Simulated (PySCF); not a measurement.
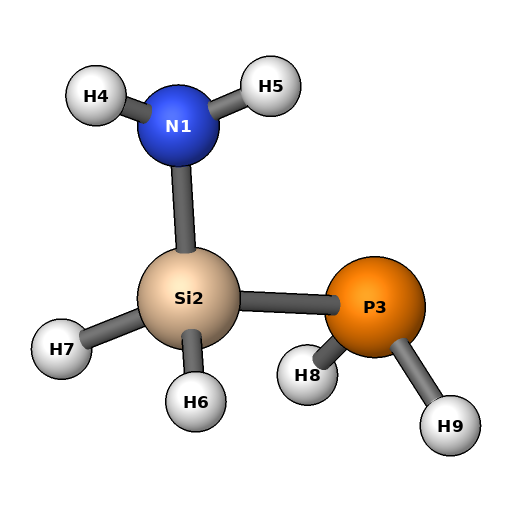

Geometry: a frame of a GFN2-xTB molecular-dynamics simulation, not a minimum. Level of theory: GIAO PBE0/pcSseg-1 NMR shielding, non-relativistic, gas phase (PySCF 2.14.0). Principal shieldings σ11 ≤ σ22 ≤ σ33, span Ω = σ33 − σ11, skew κ = 3(σiso − σ22)/Ω.

Give the shielding tensors of the Si atoms.

| atom | σ11 | σ22 | σ33 | σiso | Ω | κ |
| --- | --- | --- | --- | --- | --- | --- |
| Si2 | 328.6 | 360.7 | 472.4 | 387.2 | 143.8 | 0.55 |

Shieldings and span in ppm.
